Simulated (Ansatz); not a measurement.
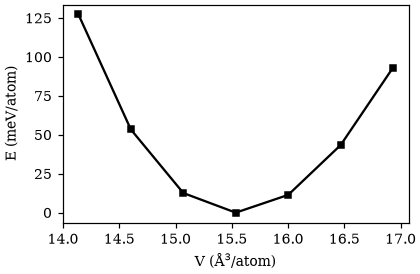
*Mo (bcc (W type), Im-3m) under volume change, plane-wave PAW r²SCAN+D4 (Ansatz code), scaled uniformly.*

Q: What does a third-order Birch–Murnaghan fit give for V₀, B₀ and B′?

A: V₀ = 15.53 Å³/atom, B₀ = 276 GPa, B′ = 4.2.

Symmetry was held in the r²SCAN+D4 relaxation. No spin polarisation was allowed. The pairwise dispersion correction was not fitted to metals.

Potentials: the later of the program's two PAW sets.
